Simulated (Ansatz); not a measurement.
**N2O (nitrous oxide): wB97X/STO-3G**

What is the electronic atomisation energy of N2O (nitrous oxide) at wB97X/STO-3G? 

The calculation is run with Ansatz 0.2.0.

30 further runs of the same task are left out: 6 that didn't finish, 24 set aside as unsound or not needed.

### 1 The structure to begin with

N2O: 3 atoms, total charge 0, spin state singlet. As SMILES, `N#[N+][O-]`. Geometry: relaxed at PBE0-D4/def2-TZVP.

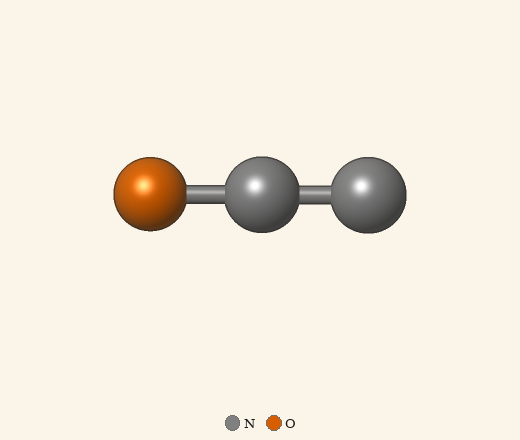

The structure, seen from a chosen angle (nitrogen grey, oxygen orange).

### 2 A single-point energy at wB97X/STO-3G

molecule.yaml reads:

```yaml
crystal:
  periodic: [false, false, false]
  atoms:
    - symbol: "N"
      position_ang: [-0.511700, 1.001300, -0.167900]
    - symbol: N
      position_ang: [-0.008400, 0.016500, -0.002800]
    - symbol: O
      position_ang: [0.520100, -1.017800, 0.170700]
basis:
  gaussian:
    orbitals: STO-3G
hamiltonian:
  xc: {name: wB97X}
accuracy: high
```

Command:

```
$ ansatz run molecule.yaml --threads 1 --pin off --max-ram 2610MiB --events-out events.jsonl --progress --plain --runs-dir runs
```

Output:

```text
Warning: RAYON_NUM_THREADS=1 ignored (pool sized by the plan → 1); use --threads N
Functional definition: wB97X
  name "wB97X"
  parameter omega = 0.3/bohr
  parameter cx = 0.157706
  parameter cx1 = 0.726479
  parameter cx2 = 1.04760
  parameter cx3 = -5.70635
  parameter cx4 = 13.2794
  parameter css1 = -4.33879
  parameter css2 = 18.2308
  parameter css3 = -31.7430
  parameter css4 = 17.2901
  parameter cos1 = 2.37031
  parameter cos2 = -11.3995
  parameter cos3 = 6.58405
  parameter cos4 = -3.78132
  exchange = spin_sum(e_x_unif_sr(omega)*poly(b97_u_x, 1 - cx, cx1, cx2, cx3, cx4)) + cx*exact_x_sr(omega)
      + exact_x_lr(omega)
  correlation = spin_sum(e_c_pw_same_spin*poly(b97_u_same, 1, css1, css2, css3, css4))
      + integral(e_c_pw_opposite_spin*poly(b97_u_opposite, 1, cos1, cos2, cos3, cos4))
252 factors; integrals over basis functions are off by at most 2.3e-8 eV
111 factors; integrals over basis functions are off by at most 5.6e-10 eV
mean field evaluation 1: about -4951.2430 eV, gradient 4.0e1 eV
mean field evaluation 2: about -4951.6687 eV, gradient 3.9e1 eV
mean field evaluation 4: about -4955.0176 eV, gradient 1.1e0 eV
mean field evaluation 8: about -4954.9887 eV, gradient 5.4e-3 eV
mean field evaluation 16: about -4954.9887 eV, gradient 9.3e-8 eV
mean field -4954.98873218 eV, -182.0924772955 hartree, gradient 9.4e-8 eV, S^2 0.000000; 0 other end points of the search recorded, 0 dependent functions left out
reference -4954.98873154 eV, -182.0924772720 hartree; 11, 11 occupied and 4, 4 virtual orbitals, 252 factors
Total energy: -4954.98873154 eV, -182.0924772720 hartree
```

It took 3.3 s on 1 thread of Intel Xeon Platinum 8375C at 2.90GHz (Ice Lake), shared host; peak memory 0.19 GiB.

### 3 The N atom at the same level

input.yaml reads:

```yaml
basis:
  gaussian: {orbitals: STO-3G}
crystal:
  periodic: [false, false, false]
  atoms:
    - {symbol: N, position_ang: [0.000000, 0.000000, 0.000000]}
accuracy: high
magnetization: {spin_polarized: true, initial_magnetization: 3}
hamiltonian: {xc: {name: wB97X}}
```

Command:

```
$ ansatz run input.yaml --threads 1 --pin off --max-ram 2610MiB --events-out events.jsonl --progress --plain --runs-dir runs
```

Output, cut to the lines that bear on the results:

```text
Warning: RAYON_NUM_THREADS=1 ignored (pool sized by the plan → 1); use --threads N
Functional definition: wB97X
  name "wB97X"
[...]
      + exact_x_lr(omega)
[...]
      + integral(e_c_pw_opposite_spin*poly(b97_u_opposite, 1, cos1, cos2, cos3, cos4))
15 factors; integrals over basis functions are off by at most 1.1e-9 eV
15 factors; integrals over basis functions are off by at most 3.3e-10 eV
[...]
mean field -1466.49054326 eV, -53.8925334418 hartree, gradient 0.0e0 eV, S^2 3.750000; 0 other end points of the search recorded, 0 dependent functions left out
reference -1466.49054312 eV, -53.8925334367 hartree; 5, 2 occupied and 0, 3 virtual orbitals, 15 factors
Total energy: -1466.49054312 eV, -53.8925334367 hartree
```

Wall time 1 s (1 thread of Intel Xeon Platinum 8375C at 2.90GHz (Ice Lake), shared host); peak memory 0.14 GiB.

### 4 The O atom

input.yaml reads:

```yaml
crystal:
  periodic: [false, false, false]
  atoms:
    - symbol: O
      position_ang: [0.000000, 0.000000, 0.000000]
basis:
  gaussian: {orbitals: STO-3G}
magnetization: {spin_polarized: true, initial_magnetization: 2}
hamiltonian: {xc: {name: wB97X}}
accuracy: high
```

Run the same way, it converges to -74.03628 Eh (log not shown).

### 5 Outcome

Level: wB97X/STO-3G.

| quantity | value |
| --- | --- |
| molecule: total energy | -182.09248 Eh |
| N atom: total energy | -53.89253 Eh |
| N atom: ⟨S²⟩ | 3.750 |
| O atom: total energy | -74.03628 Eh |
| O atom: ⟨S²⟩ | 2.000 |
| electronic atomisation energy | 7.378 eV |

**Reading.** Taking the molecule apart into free atoms costs 7.38 eV (170 kcal/mol), before zero-point energy and without spin-orbit coupling. In a minimal basis such a difference can be off by several eV, whatever the method.
